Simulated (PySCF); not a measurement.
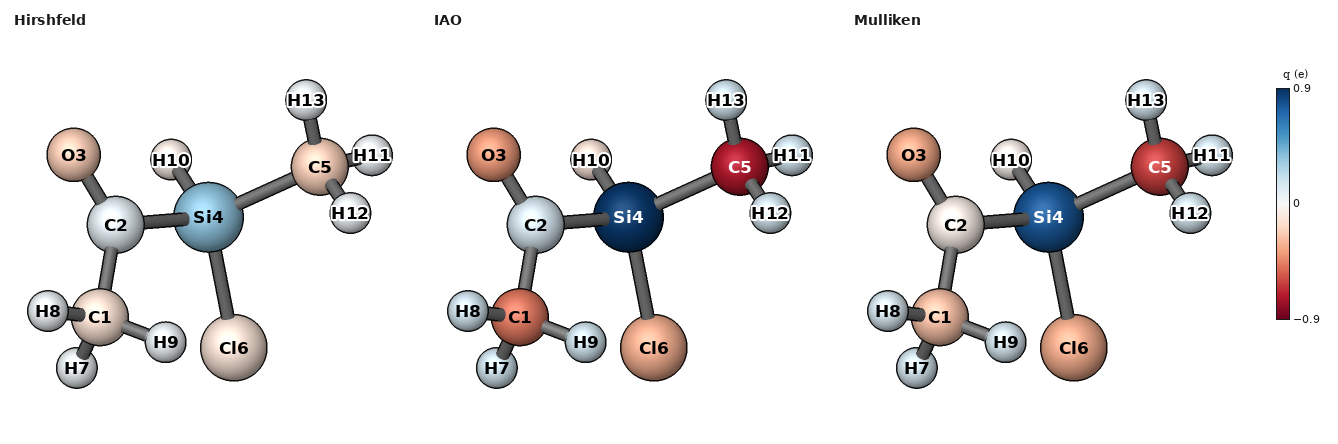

Atomic charges of one calculation by 3 schemes, on one colour scale. The geometry was computed by an optimisation with GFN2-xTB. No frequency run is at hand to confirm it as a minimum. Computed with PBE0/pcSseg-1 (PySCF 2.14.0).

### Which scheme gives the most polar picture (largest mean size of the charges)?

The IAO charges are the largest in size here, and the Hirshfeld charges the smallest.

### On which atom do the schemes disagree most?

On Si4 (from 0.37 to 0.88 e); C5 (from −0.72 to −0.21 e).

List the charges (e), one line for each set of equivalent atoms.

```tsv
atom	Hirshfeld	IAO	Mulliken
C1	−0.13	−0.48	−0.27
C2	0.08	0.14	−0.06
O3	−0.22	−0.38	−0.34
Si4	0.37	0.88	0.78
C5	−0.21	−0.72	−0.62
Cl6	−0.12	−0.32	−0.33
H7	0.05	0.17	0.15
H8	0.05	0.16	0.14
H9	0.05	0.16	0.14
H10	−0.07	−0.11	−0.05
H11	0.05	0.17	0.15
H12	0.05	0.16	0.15
H13	0.05	0.17	0.15
```

The geometry is semi-empirical. Around Si such bond lengths and angles can be off by a tenth of an ångström or more and by several degrees, and values that hang on the shape move with them.
